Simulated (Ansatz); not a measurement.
# Cl2H2O2Si: molecular dynamics

The plan is to follow the molecule's vibrations and see whether its bonds hold. The start is relaxed first. Runs: 300 steps of 0.5 fs under a Langevin thermostat at 500 K. SMILES of the start: O[Si](O)(Cl)Cl.

Program: Ansatz 0.2.0. Level of theory: RKS PBE0-D4/STO-3G. These are calculated values, not measurements.

## Step 1: The starting structure

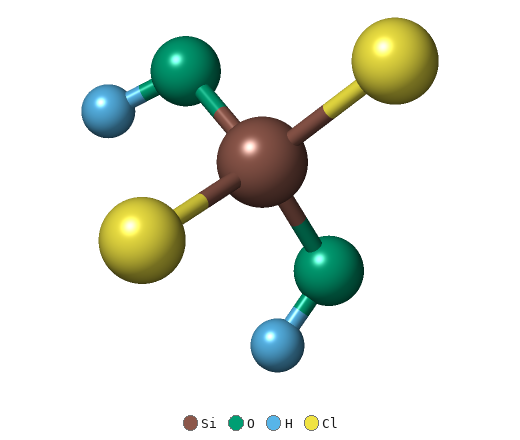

The starting structure, seen from a free direction (silicon brown, oxygen teal, hydrogen blue, chlorine yellow).

As a file:

```xyz
7

Si    0.0000    0.0000    0.0000
O     0.0000    0.0000    1.6800
H    -0.9095   -0.2814    2.0171
Cl    2.0086    0.0000   -0.7093
O    -0.7913    1.3709   -0.5594
H    -1.7491    1.1401   -0.7818
Cl   -1.0032   -1.7381   -0.7093
```

## Step 2: Relaxing the start

Contents of input.yaml:

```yaml
crystal:
  periodic: [false, false, false]
  atoms:
    - { symbol: Si, position_ang: [0.0, 0.0, 0.0] }
    - { symbol: O, position_ang: [0.0, 0.0, 1.68] }
    - { symbol: H, position_ang: [-0.9095, -0.2814, 2.0171] }
    - { symbol: Cl, position_ang: [2.0086, 0.0, -0.7093] }
    - { symbol: O, position_ang: [-0.7913, 1.3709, -0.5594] }
    - { symbol: H, position_ang: [-1.7491, 1.1401, -0.7818] }
    - { symbol: Cl, position_ang: [-1.0032, -1.7381, -0.7093] }
basis:
  gaussian: { orbitals: STO-3G }
hamiltonian:
  xc: pbe0
  dispersion: d4
relax:
  f_tol: 0.02
  max_steps: 40
```

Run with:

```
ansatz run input.yaml --threads 1 --pin off --max-ram 2048MiB --backend cpu --events-out ev --progress --plain --runs-dir out
```

What it wrote, shortened:

```text
Warning: RAYON_NUM_THREADS=1 ignored (pool sized by the plan → 1); use --threads N
[...]
Functional definition: PBE0
[...]
513 factors; integrals over basis functions are off by at most 1.2e-5 eV
[...]
mean field -36617.62869860 eV, -1345.6730343535 hartree, gradient 2.9e-5 eV, S^2 0.000000; 0 other end points of the search recorded, 0 dependent functions left out
[...]
reference -36617.62871422 eV, -1345.6730349275 hartree; 33, 33 occupied and 6, 6 virtual orbitals, 513 factors
relax step   1: F+E_penalty+E_count = -36617.81030504 eV  Δ(F+E_penalty+E_count) = +0.000e0 eV  max|allowed force component| = 9.617e-1 eV/Å  Δτ_max = 0.0000 Å  (21 SCF iters, accepted)
[...]
relax step   3: F+E_penalty+E_count = -36617.91598537 eV  Δ(F+E_penalty+E_count) = -2.190e-2 eV  max|allowed force component| = 2.155e-1 eV/Å  Δτ_max = 0.0340 Å  (25 SCF iters, accepted)
[...]
relax step   5: F+E_penalty+E_count = -36617.97044453 eV  Δ(F+E_penalty+E_count) = -3.919e-2 eV  max|allowed force component| = 2.524e-1 eV/Å  Δτ_max = 0.1713 Å  (29 SCF iters, accepted)
[...]
relax step   7: F+E_penalty+E_count = -36618.00004325 eV  Δ(F+E_penalty+E_count) = -2.960e-2 eV  max|allowed force component| = 2.600e-1 eV/Å  Δτ_max = 0.0983 Å  (25 SCF iters, accepted)
[...]
relax step   9: F+E_penalty+E_count = -36618.02762205 eV  Δ(F+E_penalty+E_count) = -1.123e-2 eV  max|allowed force component| = 1.399e-1 eV/Å  Δτ_max = 0.1500 Å  (29 SCF iters, accepted)
[...]
relax step  10: F+E_penalty+E_count = -36618.03191128 eV  Δ(F+E_penalty+E_count) = -4.289e-3 eV  max|allowed force component| = 4.076e-2 eV/Å  Δτ_max = 0.0534 Å  (24 SCF iters, accepted)
[...]
relax step  11: F+E_penalty+E_count = -36618.03229613 eV  Δ(F+E_penalty+E_count) = -3.848e-4 eV  max|allowed force component| = 1.114e-2 eV/Å  Δτ_max = 0.0192 Å  (25 SCF iters, accepted)
513 factors; integrals over basis functions are off by at most 1.6e-5 eV
[...]
mean field -36617.84978922 eV, -1345.6811592837 hartree, gradient 1.3e-5 eV, S^2 0.000000; 1 other end points of the search recorded, 0 dependent functions left out
[...]
reference -36617.84980482 eV, -1345.6811598572 hartree; 33, 33 occupied and 6, 6 virtual orbitals, 513 factors
Total energy: -36618.03231173 eV, -1345.6878668624 hartree
Atom 0 at    -0.126251    -0.056026     0.072011 Å, force    -0.011137    -0.003452    -0.005907 eV/Å
Atom 1 at     0.133232    -0.158092     1.725381 Å, force     0.005405     0.002506     0.003966 eV/Å
Atom 2 at    -0.789754    -0.123547     2.145887 Å, force    -0.005384    -0.003109     0.005362 eV/Å
Atom 3 at     1.782307     0.103996    -0.773560 Å, force     0.009260     0.001489    -0.004254 eV/Å
Atom 4 at    -1.101119     1.269100    -0.253732 Å, force     0.001224    -0.004180    -0.001461 eV/Å
Atom 5 at    -1.316127     1.244815    -1.243284 Å, force     0.000452     0.001276    -0.000309 eV/Å
Atom 6 at    -1.026788    -1.788747    -0.735403 Å, force     0.000179     0.005471     0.002602 eV/Å
Dipole moment:    -0.515808     0.368123     0.188897 e Å
```

Run time: 24 s. Hardware: 1 thread of Arm Neoverse V2, shared host; peak memory 0.12 GiB.

The steps of the relaxation:

```tsv
step	energy from step 1 (eV)	largest force component (eV/Å)
1	0.0000	0.9617
2	-0.0838	0.3587
3	-0.1057	0.2155
4	-0.1209	0.3386
5	-0.1601	0.2524
6x	0.0556	3.3032
7	-0.1897	0.2600
8	-0.2061	0.2424
9	-0.2173	0.1399
10	-0.2216	0.0408
11	-0.2220	0.0111
```

Step 1 is the start. 1 step was tried and not accepted (marked x).

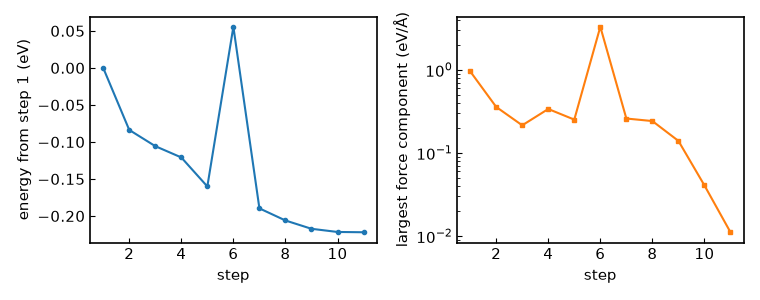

Energy and largest force along the relaxation.

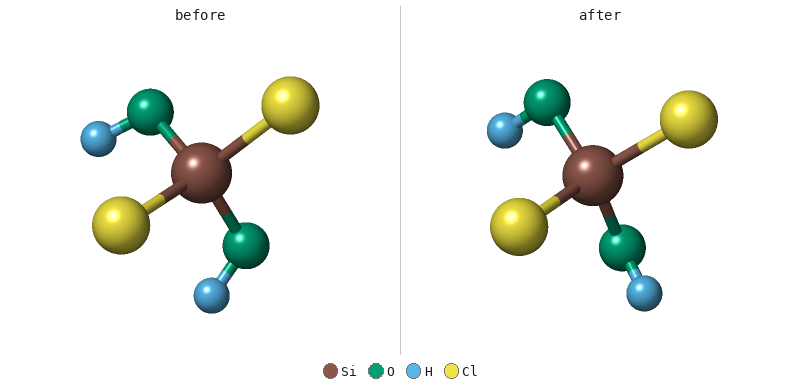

Before and after, at one scale.

After: Bond lengths: Si1–O2 1.677 Å, O2–H3 1.015 Å, Si1–Cl4 2.094 Å, Si1–O5 1.677 Å, O5–H6 1.013 Å, Si1–Cl7 2.113 Å. Angles: Si1–O2–H3 105.4°, O2–Si1–Cl4 105.2°, O2–Si1–O5 109.2°, O2–Si1–Cl7 113.1°, Cl4–Si1–O5 113.0°, Cl4–Si1–Cl7 107.3°, O5–Si1–Cl7 109.0°, Si1–O5–H6 107.1°.

## Step 3: Dynamics

300 steps of 0.5 fs under a Langevin thermostat at 500 K, from the relaxed start.

Contents of input.yaml:

```yaml
crystal:
  periodic: [false, false, false]
  atoms:
    - { symbol: Si, position_ang: [-0.126251, -0.056026, 0.072011] }
    - { symbol: O, position_ang: [0.133232, -0.158092, 1.725381] }
    - { symbol: H, position_ang: [-0.789754, -0.123547, 2.145887] }
    - { symbol: Cl, position_ang: [1.782307, 0.103996, -0.77356] }
    - { symbol: O, position_ang: [-1.101119, 1.2691, -0.253732] }
    - { symbol: H, position_ang: [-1.316127, 1.244815, -1.243284] }
    - { symbol: Cl, position_ang: [-1.026788, -1.788747, -0.735403] }
basis:
  gaussian: { orbitals: STO-3G }
hamiltonian:
  xc: pbe0
  dispersion: d4
md:
  timestep: 0.5
  n_steps: 300
  ensemble: nvt_langevin
  temperature: 500.0
  initial_velocities: maxwell_boltzmann
  seed: 46095
  friction: 0.005
```

Run with:

```
ansatz run input.yaml --threads 1 --pin off --max-ram 2048MiB --backend cpu --events-out ev --progress --plain --runs-dir out
```

What it wrote, shortened:

```text
Warning: RAYON_NUM_THREADS=1 ignored (pool sized by the plan → 1); use --threads N
[...]
[... 1 set-up line as earlier in the session ...]
[...]
513 factors; integrals over basis functions are off by at most 9.1e-6 eV
[...]
mean field -36617.84981410 eV, -1345.6811601981 hartree, gradient 2.4e-5 eV, S^2 0.000000; 0 other end points of the search recorded, 0 dependent functions left out
[...]
reference -36617.84982956 eV, -1345.6811607661 hartree; 33, 33 occupied and 6, 6 virtual orbitals, 513 factors
md step     0: t =     0.00 fs  T =   428.6 K  F+E_penalty+E_count = -36618.03232100 eV  E_kin = 0.387780 eV  (21 SCF iters)
[...]
md step    21: t =    10.50 fs  T =   279.7 K  F+E_penalty+E_count = -36617.84465942 eV  E_kin = 0.253101 eV  (20 SCF iters, 3 dispersion substeps)
[...]
md step    42: t =    21.00 fs  T =   363.4 K  F+E_penalty+E_count = -36617.90088971 eV  E_kin = 0.328823 eV  (26 SCF iters, 3 dispersion substeps)
[...]
md step    63: t =    31.50 fs  T =   264.8 K  F+E_penalty+E_count = -36617.82418422 eV  E_kin = 0.239595 eV  (26 SCF iters, 3 dispersion substeps)
[...]
md step    84: t =    42.00 fs  T =   250.5 K  F+E_penalty+E_count = -36617.80207086 eV  E_kin = 0.226617 eV  (26 SCF iters, 3 dispersion substeps)
md step    85: t =    42.50 fs  T =   270.6 K  F+E_penalty+E_count = -36617.81123866 eV  E_kin = 0.244839 eV  (22 SCF iters, 3 dispersion substeps)
```

## Step 4: The log goes on: dynamics from the start

The log, continued, shortened:

```text
md step    86: t =    43.00 fs  T =   290.5 K  F+E_penalty+E_count = -36617.82381817 eV  E_kin = 0.262893 eV  (26 SCF iters, 3 dispersion substeps)
[...]
md step   113: t =    56.50 fs  T =   251.8 K  F+E_penalty+E_count = -36617.81561239 eV  E_kin = 0.227824 eV  (26 SCF iters, 3 dispersion substeps)
[...]
md step   140: t =    70.00 fs  T =   265.1 K  F+E_penalty+E_count = -36617.86930392 eV  E_kin = 0.239887 eV  (26 SCF iters, 3 dispersion substeps)
[...]
md step   167: t =    83.50 fs  T =   315.4 K  F+E_penalty+E_count = -36617.89627583 eV  E_kin = 0.285399 eV  (26 SCF iters, 3 dispersion substeps)
[...]
md step   193: t =    96.50 fs  T =   244.4 K  F+E_penalty+E_count = -36617.93437985 eV  E_kin = 0.221099 eV  (27 SCF iters, 3 dispersion substeps)
md step   194: t =    97.00 fs  T =   237.5 K  F+E_penalty+E_count = -36617.93072509 eV  E_kin = 0.214899 eV  (26 SCF iters, 3 dispersion substeps)
```

## Step 5: The output, continued: dynamics from the start

Output, continued, shortened:

```text
md step   195: t =    97.50 fs  T =   221.8 K  F+E_penalty+E_count = -36617.91438181 eV  E_kin = 0.200664 eV  (26 SCF iters, 3 dispersion substeps)
[...]
md step   217: t =   108.50 fs  T =   200.0 K  F+E_penalty+E_count = -36617.88092003 eV  E_kin = 0.180992 eV  (20 SCF iters, 3 dispersion substeps)
[...]
md step   239: t =   119.50 fs  T =   257.3 K  F+E_penalty+E_count = -36617.94509014 eV  E_kin = 0.232849 eV  (26 SCF iters, 3 dispersion substeps)
[...]
md step   261: t =   130.50 fs  T =   145.6 K  F+E_penalty+E_count = -36617.88592114 eV  E_kin = 0.131761 eV  (20 SCF iters, 3 dispersion substeps)
[...]
md step   299: t =   149.50 fs  T =   172.4 K  F+E_penalty+E_count = -36617.85768421 eV  E_kin = 0.155987 eV  (23 SCF iters, 3 dispersion substeps)
[...]
md step   300: t =   150.00 fs  T =   164.5 K  F+E_penalty+E_count = -36617.84034391 eV  E_kin = 0.148862 eV  (23 SCF iters, 3 dispersion substeps)
Total energy: -36617.84035929 eV, -1345.6808127404 hartree
Atom 0 at    -0.124863    -0.241338     0.209932 Å, force     0.194902    -0.241635     2.363247 eV/Å
Atom 1 at     0.172675    -0.692615     1.868674 Å, force     0.254702     1.859611    -0.987326 eV/Å
Atom 2 at     0.536739     0.200054     2.281829 Å, force    -0.400295    -1.157555    -0.473555 eV/Å
Atom 3 at     1.653828     0.172909    -0.801485 Å, force     0.409813    -0.234693    -0.392766 eV/Å
Atom 4 at    -1.026731     1.157954     0.134742 Å, force    -0.129013     0.105868     0.848314 eV/Å
Atom 5 at    -1.330521     1.275994    -0.807467 Å, force    -0.202848     0.141854    -0.769082 eV/Å
Atom 6 at    -1.176458    -1.903806    -0.426784 Å, force    -0.127262    -0.473450    -0.588831 eV/Å
Dipole moment:    -0.163901     0.495927     0.111091 e Å
```

Wall time 9.2 min (1 thread of Arm Neoverse V2, shared host); peak memory 0.1 GiB.

## Step 6: The trajectory

One step in 22; energies are changes from step 0:

```tsv
time (fs)	T (K)	potential energy change (meV/atom)
0.0	429	0.0
11.0	281	27.3
22.0	373	18.0
33.0	206	35.9
44.0	294	30.0
55.0	240	34.7
66.0	312	24.3
77.0	210	34.9
88.0	301	14.9
99.0	189	22.4
110.0	257	16.8
121.0	244	15.7
132.0	179	15.7
143.0	132	25.0
150.0	165	27.4
```

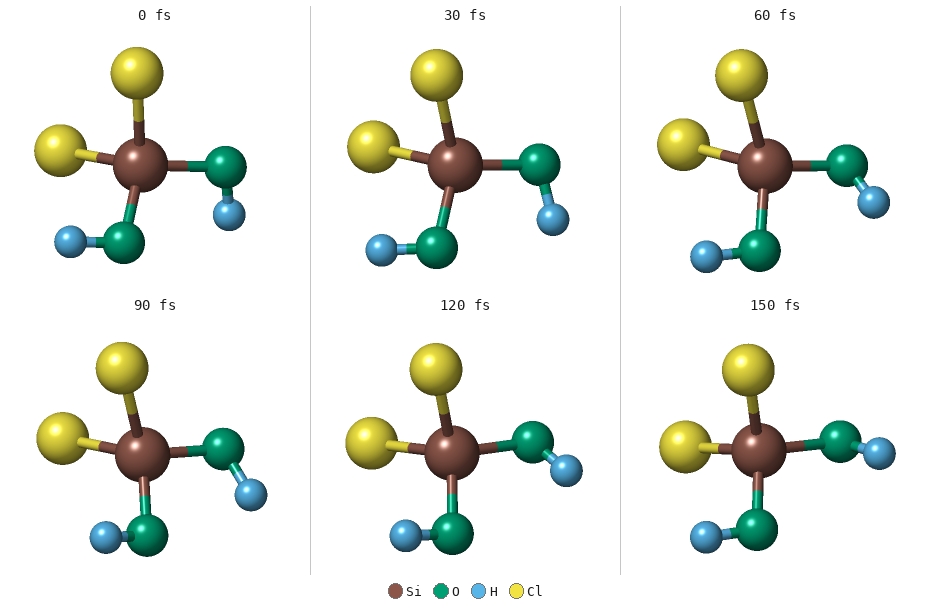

The system at six times, viewed from a chosen angle. Sticks join atoms within a bonding distance in each frame.

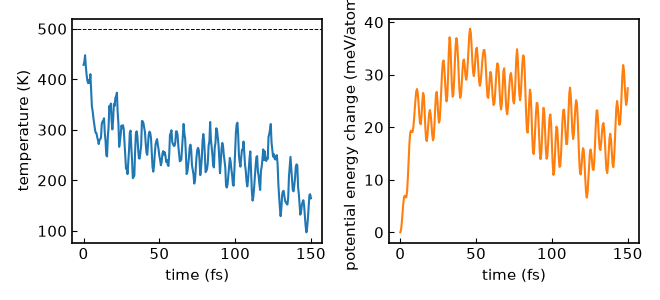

Time series of the run, each on its own scale. The dashed line is the set temperature.

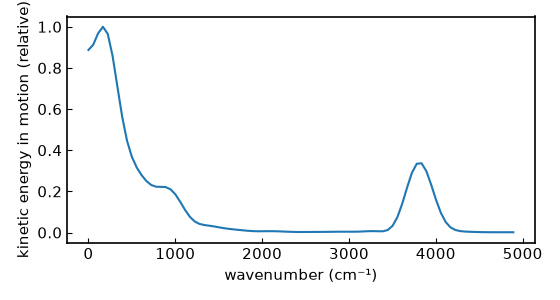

Power spectrum of the mass-weighted velocities; a run of 150 fs resolves no finer than about 440 cm⁻¹.

## Step 7: Frames from the trajectory

Extended XYZ, with forces in eV/Å:

```xyz
7
time_fs=19.0 T=301 dE=0.1584
Si   -0.095   -0.045    0.131   -1.312   -0.260    0.278
O     0.153   -0.228    1.779   -1.082    0.760    0.992
H    -0.701    0.164    2.258    1.424   -0.644   -1.097
Cl    1.679    0.077   -0.869    1.382    0.284   -0.353
O    -1.140    1.216   -0.191   -0.284    0.425   -0.001
H    -1.542    1.052   -1.110    0.218    0.003    0.254
Cl   -0.965   -1.744   -0.730   -0.345   -0.568   -0.072
7
time_fs=37.5 T=256 dE=0.2528
Si   -0.134   -0.053    0.190    0.702    0.135   -0.277
O     0.148   -0.272    1.863   -1.529    2.124    0.273
H    -0.470    0.506    2.288    1.489   -1.859   -0.994
Cl    1.689    0.067   -0.948   -0.498    0.351    0.725
O    -1.204    1.234   -0.080    0.142   -0.337   -0.103
H    -1.623    1.040   -0.992    0.219    0.153    0.347
Cl   -0.900   -1.772   -0.704   -0.525   -0.568    0.028
7
time_fs=56.0 T=228 dE=0.2342
Si   -0.134   -0.066    0.226   -0.171    0.164   -1.451
O     0.102   -0.306    1.850   -0.033    1.433    1.668
H    -0.125    0.610    2.332    0.382   -1.748   -1.185
Cl    1.655    0.041   -0.975   -0.497    0.480    0.710
O    -1.209    1.246    0.113    0.847   -0.539    0.667
H    -1.530    1.281   -0.832   -0.225    0.079   -0.818
Cl   -0.898   -1.821   -0.678   -0.302    0.131    0.409
7
time_fs=75.0 T=260 dE=0.1717
Si   -0.144   -0.135    0.188    0.494    0.574    1.611
O     0.120   -0.375    1.852    0.237   -0.393   -0.636
H    -0.132    0.517    2.259   -0.094    0.196   -0.026
Cl    1.611    0.021   -0.938    0.393    0.475   -0.093
O    -1.131    1.198    0.252   -0.035    0.212    0.220
H    -1.341    1.560   -0.655   -0.081    0.126   -0.636
Cl   -0.932   -1.833   -0.618   -0.914   -1.190   -0.440
7
time_fs=94.0 T=189 dE=0.1518
Si   -0.148   -0.186    0.244    0.151    0.309   -1.257
O     0.163   -0.475    1.826    0.921   -2.081    0.157
H    -0.149    0.342    2.254   -0.626    1.829    1.333
Cl    1.617    0.059   -0.916   -0.301    0.109    0.230
O    -1.063    1.238    0.297    0.224   -0.046   -1.399
H    -1.058    1.596   -0.672   -0.166   -0.175    0.929
Cl   -1.022   -1.894   -0.600   -0.202    0.056    0.007
7
time_fs=112.5 T=185 dE=0.1806
Si   -0.129   -0.184    0.228   -0.584   -1.340    1.276
O     0.211   -0.577    1.883   -0.117   -1.528   -2.566
H     0.105    0.292    2.323   -0.222    1.986    1.126
Cl    1.624    0.097   -0.867    0.291    0.028   -0.296
O    -1.047    1.222    0.257   -0.195    0.250   -0.660
H    -1.181    1.597   -0.692    0.261   -0.559    0.745
Cl   -1.111   -1.948   -0.568    0.567    1.163    0.374
7
time_fs=131.0 T=171 dE=0.1263
Si   -0.138   -0.236    0.255   -0.423    0.840   -1.769
O     0.200   -0.629    1.782    0.118   -1.395    1.480
H     0.340    0.203    2.297    0.238    0.948    0.643
Cl    1.648    0.152   -0.819   -0.152   -0.199   -0.136
O    -1.060    1.183    0.191    0.111   -0.201   -0.788
H    -1.088    1.423   -0.810   -0.052   -0.049    0.740
Cl   -1.150   -1.913   -0.493    0.160    0.056   -0.170
7
time_fs=150.0 T=165 dE=0.1920
Si   -0.125   -0.241    0.210    0.195   -0.242    2.363
O     0.173   -0.693    1.869    0.255    1.860   -0.987
H     0.537    0.200    2.282   -0.400   -1.158   -0.474
Cl    1.654    0.173   -0.801    0.410   -0.235   -0.393
O    -1.027    1.158    0.135   -0.129    0.106    0.848
H    -1.331    1.276   -0.807   -0.203    0.142   -0.769
Cl   -1.177   -1.904   -0.427   -0.127   -0.473   -0.589
```

## Step 8: Summary of results

| quantity | value |
| --- | --- |
| relaxation of the start | 9 moves, 0.222 eV lower |
| length | 300 steps of 0.5 fs |
| temperature, first and last step | 429 and 165 K |
| temperature, second half | mean 221 K, from 97 to 315 K |
| potential energy, second half | +20 meV/atom from the start |
| bonds formed or broken | 0 |

**Reading.** Against a set 500 K the second half averages 221 K with a spread of 48 K; 20 meV/atom has gone into potential energy, and a thermostat that acts over some 200 fs has not made it up in 150 fs. The bonds all hold. A run of 150 fs with 7 atoms shows the motion but fixes no equilibrium value. The nuclei move classically, without zero-point motion, which matters most for hydrogen. In so small a basis the energies are only a sketch.
